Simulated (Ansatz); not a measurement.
# How Ag(111) screens a field, part 2 of 2

Aim: image plane and induced charge of Ag(111).

Ansatz 0.2.0; plane-wave DFT, PBE, Ansatz PAW.

So far. Step 9 (Single point, field 0.4 V/Å): The dipole is 0.205 e·Å.

## Step 10: The response

This step: plane-wave DFT, PBE, Ansatz PAW; screening of a field by a metal slab (Ansatz 0.2.0).

The dipoles give the slope, and the difference of two potentials shows where the field is screened.

Numbers from this step:

```
equivalent conductor thickness p/(ε₀AE)      : 12.76 Å
distance between the outer atoms             : 9.445 Å
inner field over outer field                 : -0.001482
image plane, upper face                      : 1.641 Å
induced electrons on the upper face over ε₀E : -1.002
image plane, lower face                      : 1.641 Å
induced electrons on the lower face over ε₀E : 1.002
```

Table of dipole of the cell by applied field:

| applied field (V/Å) | dipole of the cell (e·Å) |
| --- | --- |
| -0.200 | -0.102 |
| -0.100 | -0.0511 |
| -0.050 | -0.0255 |
| 0.000 | 0 |
| 0.050 | 0.0255 |
| 0.100 | 0.0511 |
| 0.200 | 0.102 |
| 0.400 | 0.205 |

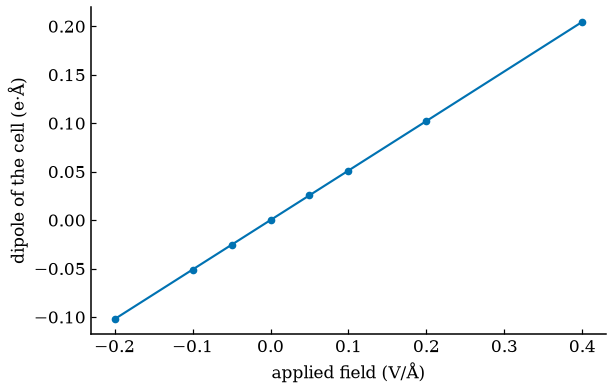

Dipole of the cell, plotted against applied field.

Local field over the applied field, running mean. From the potentials at -0.05 and 0.05 V/Å; running mean over 2.361 Å. Table of local field over applied field by z:

| z (Å) | local field over applied field |
| --- | --- |
| 5 | 0.985 |
| 6 | 0.917 |
| 7 | 0.661 |
| 8 | 0.267 |
| 9 | 0.0181 |
| 10 | -0.00196 |
| 11 | 0.00283 |
| 12 | -0.00344 |
| 13 | -0.00140 |
| 14 | -0.00127 |
| 15 | -0.00244 |
| 16 | -0.00110 |
| 17 | 0.00207 |
| 18 | -0.00646 |
| 19 | 0.126 |
| 20 | 0.481 |
| 21 | 0.836 |
| 22 | 0.967 |
| 23 | 0.995 |

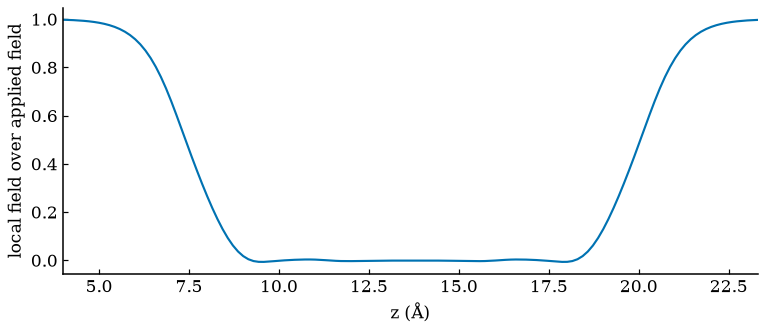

Local field over applied field, plotted against z.

Electrons, planar mean, per unit field. Induced electron density against z:

| z (Å) | induced electron density (e/Å³ per V/Å) |
| --- | --- |
| 5 | 7.8e-5 |
| 6 | 4.5e-4 |
| 7 | 0.00205 |
| 8 | 0.00365 |
| 9 | -1.4e-4 |
| 10 | -2.4e-4 |
| 11 | -1.3e-5 |
| 12 | -3.0e-5 |
| 13 | 4.1e-5 |
| 14 | -6.0e-7 |
| 15 | 2.4e-5 |
| 16 | -3.8e-6 |
| 17 | -3.4e-4 |
| 18 | 2.7e-4 |
| 19 | -8.2e-4 |
| 20 | -0.00331 |
| 21 | -9.2e-4 |
| 22 | -1.8e-4 |
| 23 | -2.8e-5 |

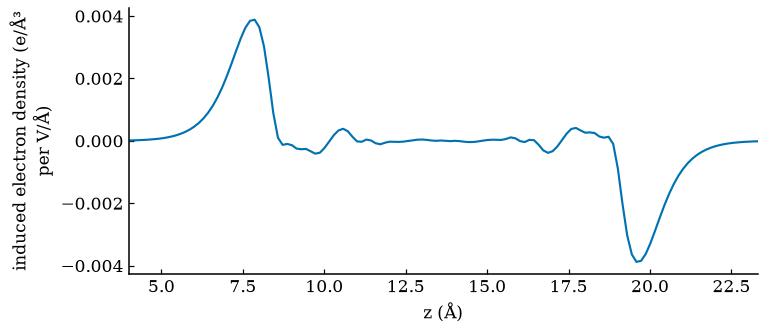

Induced electron density against z.

By hand: between -0.05 and 0.05 V/Å the dipole changes by 0.05109 e·Å, a slope of 0.5109 e·Å²/V. A perfect conductor of thickness t has p = ε₀AEt, so t = 180.95 × 0.5109 / 7.243 = 12.76 Å (e/ε₀ = 180.95 V·Å, A in Å²). Less the 9.45 Å between the outer atoms, and halved, that puts each image plane 1.66 Å out.

The induced dipole is that of a conductor 12.76 Å thick.

## Step 11: Varying the input

This step: plane-wave DFT, PBE, Ansatz PAW (Ansatz 0.2.0).

An input spoilt on purpose, to show how the run answers: it repeats the earlier run at 0.05 V/Å with efield.axis from 3 to 0, and scf.max_iter set to 100.

Contents of input.yaml:

```yaml
crystal:
  lattice:
    - [2.8920667351, 0.0, 0.0]
    - [1.4460333675, 2.504603262, 0.0]
    - [0.0, 0.0, 27.4454504039]
  atoms:
    - { symbol: Ag, position: [0.6666666667, 0.6666666667, 0.3279232028] }
    - { symbol: Ag, position: [0.0, 0.0, 0.4139616014] }
    - { symbol: Ag, position: [0.3333333333, 0.3333333333, 0.5] }
    - { symbol: Ag, position: [0.6666666667, 0.6666666667, 0.5860383986] }
    - { symbol: Ag, position: [0.0, 0.0, 0.6720767972] }
kpoints:
  mp_grid: { grid: [24, 24, 1] }
hamiltonian:
  xc: pbe
scf:
  occupations: { method: fermi_dirac, width: 0.1 }
  convergence: { dr2_threshold: 1.0e-10 }
  max_iter: 100
efield:
  axis: 0
  dipole_correction: true
  ramp_position: 0.97
  ramp_width: 0.06
  amplitude: 0.05
output:
  forces: true
  write_potential: true
  write_density: true
  volumetric_format: npy
```

On the command line:

```
ansatz run input.yaml --threads 4 --pin off --max-ram 6144MiB --backend cpu --events-out ev --progress --plain --runs-dir out
```

Numbers of over 12 decimals in the logs are rounded to 6 here.

The program printed:

```text
Error: invalid value for `efield.axis`: must be in [1, 3]; got 0
```

The job ended after 0.04 s (4 threads of Arm Neoverse N1, shared host; peak memory 0.03 GiB).

The program refused the input before any cycle.

The program's message: “Error: invalid value for `efield.axis`: must be in [1, 3]; got 0”

The fault put into the input: an axis of 0, outside the range 1 to 3.

## Step 12: The same run with other settings: efield.amplitude = -0.1

Another changed input: it repeats the earlier run at 0.05 V/Å with efield.amplitude from 0.05 to -0.1.

Edit input.yaml of step 11 so:

```diff
@@ -18,5 +18,4 @@
   convergence: { dr2_threshold: 1.0e-10 }
-  max_iter: 100
 efield:
-  axis: 0
+  axis: 3
   dipole_correction: true
@@ -24,3 +23,3 @@
   ramp_width: 0.06
-  amplitude: 0.05
+  amplitude: -0.1
 output:
```

The program printed:

```text
[...]
Crystal: 5 atoms, lattice volume = 198.801 Å³
Basis set: ecut = 420 eV, 3871 PW (Γ), exchange–correlation on 40×40×384 points (8 copies of the dense FFT grid, shifted against one another)
Bands: 57, of which v1, the nominal top of the filled ones, is band 48 counted from 1 (47 counted from 0)
Symmetry: 6 space group operations
k-points: 61 of 576 (time reversal used)
[...]
SCF iter   1: F=—  HF=-37953.155852 eV  |F-HF|=—  |Δ(HF+E_count)|=         —  Δρ=4.25e-2  dr2=4.00e0  ethr=3.10e-3  p=-0.049 e·Å  D=-4.46e-2 V/Å  ΔV_dip=1.22 eV  dr2_dipole=1.07e-3  V_vac-E_F(+/−)=3.88/5.19 eV  ⟨swp⟩=7.9  Hψ=14343  notcnv=0  defer=38
[...]
SCF iter  11: F=-37952.090322 eV  HF=-37952.090322 eV  |F-HF|=4.80e-10  |Δ(HF+E_count)|=  8.37e-10  Δρ=1.73e-7  dr2=7.84e-11  ethr=1.00e-12  p=-0.051 e·Å  D=-4.65e-2 V/Å  ΔV_dip=1.28 eV  dr2_dipole=4.65e-13  V_vac-E_F(+/−)=3.81/5.06 eV  ⟨swp⟩=14.8  Hψ=24246  notcnv=0
SCF 1 converged in 11 iterations: F = -37952.090322 eV  dr2 = 7.84e-11
[...]
SCF converged after 11 iterations
Free energy (F): -37952.090322 eV
[...]
Internal energy: -37952.046214 eV  (E = F + TS)
E sigma→0 (E₀):  -37952.068268 eV
Entropy (-TS):   -0.044108 eV (-8.822 meV/atom)
Fermi energy:    4.948114 eV
Dipole field:    D = -0.046504 V/Å  (p = -0.051092 e·Å, saw-weighted, corrected)
Work function:   not extracted (applied field tilts the vacuum); planar V_es + V_field profile in the machine report
[...]
--- Forces (eV/Å), atoms counted from 1 ---
  atom   1  Ag    -0.00000000     0.00000000    -0.16568606
  atom   2  Ag     0.00000000     0.00000000     0.00948218
  atom   3  Ag    -0.00000000    -0.00000000    -0.00083651
  atom   4  Ag    -0.00000000     0.00000000    -0.01248220
  atom   5  Ag     0.00000000    -0.00000000     0.16952110
  max |Σ_I F_I| component: 1.49e-6 eV/Å
--- Band table (eV; the first three rows and the last of 61) ---
  k-point 0: bands = [... 44 lower, 1.7365, 1.7365, 1.9010, 1.9010, 2.1270, 4.2029, 5.0722, 8.7645, ... 5 higher]
  k-point 1: bands = [... 44 lower, 1.7211, 1.7371, 1.7624, 1.9027, 2.3236, 4.2809, 5.1805, 8.8017, ... 5 higher]
  k-point 2: bands = [... 44 lower, 1.5928, 1.7310, 1.7384, 1.9078, 2.6343, 4.4972, 5.4832, 8.9127, ... 5 higher]
  k-point 60: bands = [... 44 lower, 1.8408, 8.2153, 8.2154, 8.3470, 8.8183, 9.0299, 9.0327, 9.9115, ... 5 higher]
```

The job ended after 42 s (4 threads; peak memory 0.77 GiB).

This step gave:

```yaml
energy_at_zero_smearing: -37952.0683 eV
dipole_along_the_normal: -0.05109 e·Å
```

Force by atom:

| atom | x (eV/Å) | y (eV/Å) | z (eV/Å) | size |
| --- | --- | --- | --- | --- |
| Ag1 | 0.000 | 0.000 | -0.166 | 0.166 |
| Ag2 | 0.000 | 0.000 | 0.009 | 0.009 |
| Ag3 | 0.000 | 0.000 | -0.001 | 0.001 |
| Ag4 | 0.000 | 0.000 | -0.012 | 0.012 |
| Ag5 | 0.000 | 0.000 | 0.170 | 0.170 |

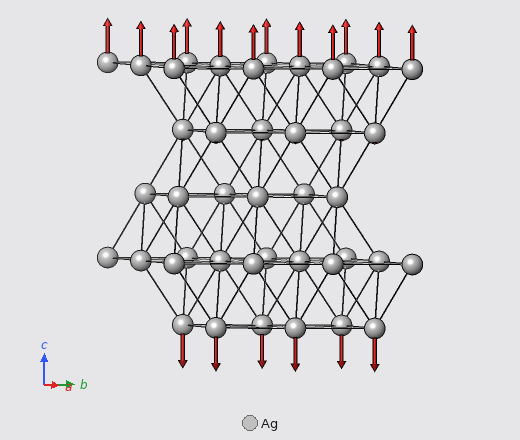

Force as arrows, the longest 0.170 eV/Å. 2×3×1 cells are drawn. Some periodic images of atoms are drawn too.

| quantity | this run | earlier run | difference |
| --- | --- | --- | --- |
| dipole along the normal (e·Å) | -0.05109 | 0.02554 | -0.077 |

The applied field differs, and the slope found earlier predicts a dipole of -0.0511 e·Å; this run gives -0.0511 e·Å, in line with it.

## Step 13: What came out

```
work function                                : 4.46 eV
image plane, upper face                      : 1.64 Å
induced electrons on the upper face over ε₀E : -1.00
equivalent conductor thickness p/(ε₀AE)      : 12.8 Å
inner field over outer field                 : -0.00148
```

The induced charge has its centre 1.64 Å outside the outermost atoms; this is the plane from which a capacitor's gap or an image potential counts. The equivalent conductor thickness exceeds the distance between the outer atoms by 3.32 Å, about the sum of the two image-plane distances. In the middle of the slab the field is screened to under 0.5 % of its outer value. The atoms are held at bulk positions with the tabulated experimental lattice constant.

[Logs are printed without paths, hosts, clocks, repeated set-up lines and the standing remarks that a program may print on its own settings, such as how far it seeks lower states.]

[Hosts, paths, dates, database ids (printed as entryN), source tags and the programs' standing remarks are cut or masked in the printed files.]

[Maps of the electrostatic potential energy from Ansatz leave out the sawtooth potential of an applied field or a dipole correction, so their vacuum need not be flat; planar profiles and work functions include it.]
